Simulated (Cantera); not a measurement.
Input: 1 mol PbO, 2.3 mol H2, at 875 °C.

Method: chemical equilibrium by Gibbs-energy minimisation in Cantera with the NASA 1993 tables (ideal gas, pure condensed phases). Candidate condensed phases: H2O, Pb, PbO, PbO2, Pb3O4; 12 gas species. Kinetics and transport are ignored.

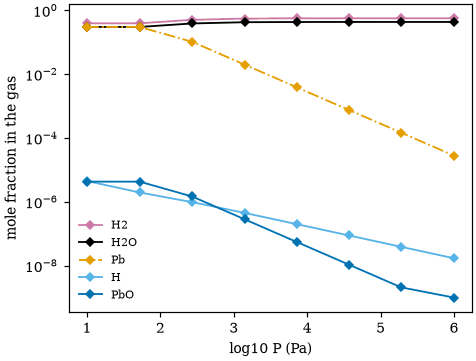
Equilibrium gas composition (values under 1e-9 drawn at 1e-9)

From 0.000100 bar to 0.000520 bar nothing is condensed. From 0.00270 bar to 10.0 bar the condensed part is Pb(l). The main Pb-bearing gas is Pb throughout.
